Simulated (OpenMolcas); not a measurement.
**CH4F2Si (SMILES C[SiH](F)F) at 6 levels**

Aim: a comparison of 6 runs (HF/STO-3G, HF/cc-pVDZ, B2PLYP/cc-pVDZ, M06-L/cc-pVDZ, TPSS/cc-pVDZ, r2SCAN/cc-pVDZ) of CH4F2Si. 

The calculation is run with OpenMolcas 26.06.

### 1 The system as given

CH4F2Si: 8 atoms, total charge 0, spin state singlet. As SMILES, `C[SiH](F)F`. The coordinates come from a PBE0-D4/def2-TZVP relaxation.

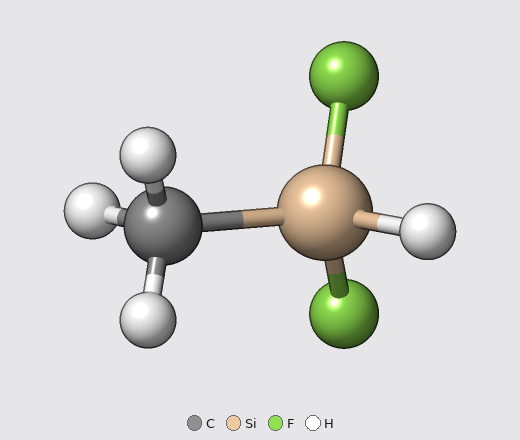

The structure, seen from a chosen angle (carbon grey, silicon light orange, fluorine green, hydrogen white).

### 2 Energy and gradient at HF/STO-3G (run 1)

run.input

```
&GATEWAY
 BASLIB=$CurrDir
 COORD
 8
 angstrom
 C       -0.387100       0.881700      -0.174700
 Si       0.329300      -0.775200       0.180600
 F        1.916300      -0.678300       0.226700
 F       -0.035400      -1.783900      -0.994000
 H       -0.013400       1.269000      -1.125400
 H       -0.122700       1.591000       0.613300
 H       -1.476800       0.824400      -0.231400
 H       -0.118100      -1.385700       1.449000
 BASIS=STO-3G
 GROUP=NoSym

&SEWARD

&SCF
 THRESHOLDS=1e-10 1e-07 1e-07 1e-05
 PRORBITALS=1 1

&ALASKA
```

The basis set STO-3G is read from a file made from the Basis Set Exchange's data (not shown).

On the command line:

```sh
export MOLCAS_MEM=1860
pymolcas run.input > run.log
```

The program printed:

```text
--- Start Module: gateway ---
[...]
--- Stop Module: gateway /rc=_RC_ALL_IS_WELL_ ---
[...]
      Basis functions           28
[...]
--- Start Module: scf ---
[...]
       Convergence after  10 Iterations
[...]
::    Total SCF energy                               -521.4697600278
[...]
      Total spin, S                                     0.0000000000
[...]
      Total electronic charge=   42.000000
      Total            charge=   -0.000000
[...]
      Dipole Moment (debye):
      Origin of the operator (angstrom)=    0.4702   -0.6776   -0.1330
                   X= -9.2808E-01               Y=  8.7937E-01               Z=  6.8732E-01           Total=  1.4516E+00
      Quadrupole Moment (debye*angstrom):
[...]
 *              Molecular gradients               *
 **************************************************
  Irreducible representation: a
 ------------------------------------------------------------------------------------------
                              X                       Y                       Z
 ------------------------------------------------------------------------------------------
  C1                6.52315101172363E-03   -9.90100640789304E-03   -1.44876701780838E-03
  SI2               1.36505801212099E-02    1.35849627511291E-02   -3.41026824728505E-02
  F3               -1.52564857219666E-02   -8.06937271729868E-04    1.13430053599650E-03
  F4                2.26818667005801E-03    9.11012516936971E-03    1.20753905700859E-02
  H5                4.24874497139105E-03    1.99346981609327E-03   -8.64138843537710E-03
  H6                3.55532656903268E-03    4.47906370240503E-03    8.27140626080025E-03
  H7               -9.59956148834351E-03   -2.96887389537631E-03    5.36581804678193E-05
  H8               -5.38994213311850E-03   -1.54908038640493E-02    2.26580823787268E-02
[...]
```

Wall time 4.5 s (1 thread of Intel Xeon Platinum 8259CL at 2.50GHz (Skylake/Cascade Lake), shared host); peak memory 0.37 GiB.

### 3 Energy and forces at HF/cc-pVDZ (run 2)

test.inp

```
>>> EXPORT MOLCAS_PRINT=2

&GATEWAY
  BasLib = $CurrDir
  Coord
  8
  bohr
  C     -0.73151298     1.66617152    -0.33013515
  Si     0.62228681    -1.46491569     0.34128454
  F      3.62128217    -1.28180123     0.42840091
  F     -0.06689630    -3.37108243    -1.87838777
  H     -0.02532233     2.39806245    -2.12669778
  H     -0.23186940     3.00655426     1.15896903
  H     -2.79074754     1.55789022    -0.43728263
  H     -0.22317666    -2.61859349     2.73821315
  Basis = cc-pVDZ
  Group = NoSym

&SEWARD

&SCF
  Thresholds = 1e-10 1e-07 1e-07 1e-05
  PrOrbitals = 1

&ALASKA
```

The basis set cc-pVDZ is read from a file made from the Basis Set Exchange's data (not shown).

On the command line:

```sh
export MOLCAS_MEM=1860
pymolcas test.inp > test.log
```

The program printed:

```text
--- Start Module: gateway ---
[...]
--- Stop Module: gateway /rc=_RC_ALL_IS_WELL_ ---
[...]
      Basis functions           80
[...]
--- Start Module: scf ---
[...]
       Convergence after  12 Iterations
[...]
::    Total SCF energy                               -528.1443487849
[...]
      Total spin, S                                     0.0000000000
[...]
      Total electronic charge=   42.000000
      Total            charge=   -0.000000
[...]
      Dipole Moment (debye):
      Origin of the operator (angstrom)=    0.4702   -0.6776   -0.1330
                   X= -1.5257E+00               Y=  1.7058E+00               Z=  8.9445E-01           Total=  2.4572E+00
      Quadrupole Moment (debye*angstrom):
[...]
 *              Molecular gradients               *
 **************************************************
  Irreducible representation: a
 ------------------------------------------------------------------------------------------
                              X                       Y                       Z
 ------------------------------------------------------------------------------------------
  C1                2.57968201588010E-03   -6.17627952975219E-03    1.47315432150052E-03
  SI2               1.89277586656260E-02   -8.90880199592198E-03   -2.21655891759234E-02
  F3               -2.60822009381769E-02   -1.14409982559960E-03   -2.28218835455429E-04
  F4                5.30840921027398E-03    1.66275859627500E-02    1.93852800254408E-02
  H5               -6.87997729156287E-05    9.03718484934757E-07    9.42206345113661E-05
  H6               -1.06431481725289E-04    1.32524509091070E-05   -1.08237840276804E-04
  H7                9.46880908880843E-05    1.27473551897017E-04    1.02119179439253E-05
  H8               -6.53105789805819E-04   -5.40034332667361E-04    1.53917895227451E-03
[...]
```

Wall time 9.9 s (1 thread of Intel Xeon Platinum 8259CL at 2.50GHz (Skylake/Cascade Lake), shared host); peak memory 0.45 GiB.

Runs 3 to 5 aren't shown in full; the table further down has their settings and results.

### 4 Energy and forces at r2SCAN/cc-pVDZ (run 6)

mol.xyz

```xyz
8

C     -0.387100     0.881700    -0.174700
Si     0.329300    -0.775200     0.180600
F      1.916300    -0.678300     0.226700
F     -0.035400    -1.783900    -0.994000
H     -0.013400     1.269000    -1.125400
H     -0.122700     1.591000     0.613300
H     -1.476800     0.824400    -0.231400
H     -0.118100    -1.385700     1.449000
```

job.input

```
* CH4F2Si Kohn-Sham DFT

&GATEWAY
  BasLib = $CurrDir
  Coord = mol.xyz
  Basis = cc-pVDZ
  Group = NoSym

&SEWARD
  GridInput
  Grid=UltraFine
  End of Grid

&SCF
  KSDFT = 2
  1.0 MGGA_X_R2SCAN
  1.0 MGGA_C_R2SCAN
  Thresholds = 1e-10 1e-07 1e-07 1e-05
  PrOrbitals = 1 2

&ALASKA
```

The basis set cc-pVDZ is read from a file made from the Basis Set Exchange's data (not shown).

On the command line:

```sh
export MOLCAS_MEM=1860
pymolcas job.input > job.log
```

The program printed:

```text
--- Start Module: gateway ---
[...]
--- Stop Module: gateway /rc=_RC_ALL_IS_WELL_ ---
[...]
      Basis functions           80
[...]
--- Start Module: scf ---
[...]
       Convergence after  13 Iterations
[...]
::    Total KS-DFT energy                            -529.6832632752
[...]
      Total spin, S                                     0.0000000000
[...]
      Total electronic charge=   42.000000
      Total            charge=   -0.000000
[...]
      Dipole Moment (debye):
      Origin of the operator (angstrom)=    0.4702   -0.6776   -0.1330
                   X= -1.2888E+00               Y=  1.5809E+00               Z=  6.2866E-01           Total=  2.1344E+00
      Quadrupole Moment (debye*angstrom):
[...]
 *              Molecular gradients               *
 **************************************************
  Irreducible representation: a
 ------------------------------------------------------------------------------------------
                              X                       Y                       Z
 ------------------------------------------------------------------------------------------
  C1               -3.78681250008839E-04    1.12202365375857E-03   -4.10004998348867E-04
  SI2               2.48821313957253E-02   -1.81322435452042E-02   -2.33309738251339E-02
  F3               -3.71084439901068E-02   -2.43842857535226E-03   -1.18717846155159E-03
  F4                8.71958816370721E-03    2.35116964595878E-02    2.74573512674152E-02
  H5               -2.10901581618850E-03   -2.08783574979909E-03    5.26347589588916E-03
  H6               -1.34421603106116E-03   -3.93708236509971E-03   -4.23539873290579E-03
  H7                5.93263933349331E-03    1.82618171750915E-04    2.97670428188068E-04
  H8                1.40599819451137E-03    1.77925195036455E-03   -3.85494157371902E-03
[...]
```

Wall time 47 s (1 thread of Intel Xeon Platinum 8259CL at 2.50GHz (Skylake/Cascade Lake), shared host); peak memory 0.45 GiB.

### 5 Overview of the runs

```
run           level      task  frozen core orbitals  energy (Eh)  dipole moment (D)  HOMO energy (eV)  LUMO energy (eV)  wall time
  1       HF/STO-3G  gradient                     –  -521.469760               1.45            -10.03             13.27      4.5 s
  2      HF/cc-pVDZ  gradient                     –  -528.144349               2.46            -12.91              4.83      9.9 s
  3  B2PLYP/cc-pVDZ    energy                     8  -529.498801               2.30            -10.64              2.88       26 s
  4   M06-L/cc-pVDZ  gradient                     –  -529.789518               2.19             -8.10              1.23       48 s
  5    TPSS/cc-pVDZ  gradient                     –  -529.858665               2.02             -7.91              0.86       53 s
  6  r2SCAN/cc-pVDZ  gradient                     –  -529.683263               2.13             -8.13              1.13       47 s
```

### 6 Outcome

| quantity | value |
| --- | --- |
| run 6: total energy | -529.68326 Eh |
| run 6: dipole moment | 2.13 D |
| run 6: HOMO energy | -8.13 eV |
| run 6: LUMO energy | 1.13 eV |
| run 6: HOMO–LUMO gap | 9.26 eV |
| run 6: largest force on an atom | 1.986 eV/Å |

What this shows: The dipole moment (its size) runs from 1.45 D (HF/STO-3G) to 2.46 D (HF/cc-pVDZ). The HOMO–LUMO gap runs from 8.77 eV (TPSS/cc-pVDZ) to 23.30 eV (HF/STO-3G). The two ends differ in method and basis. For B2PLYP the log adds the whole second-order term; the table takes 0.27 of it, as the functional is defined. Totals of different functionals can't be ranked against each other. In run 1 the basis is minimal, so the values are rough. All runs together took 3.1 min, the longest 53 s.
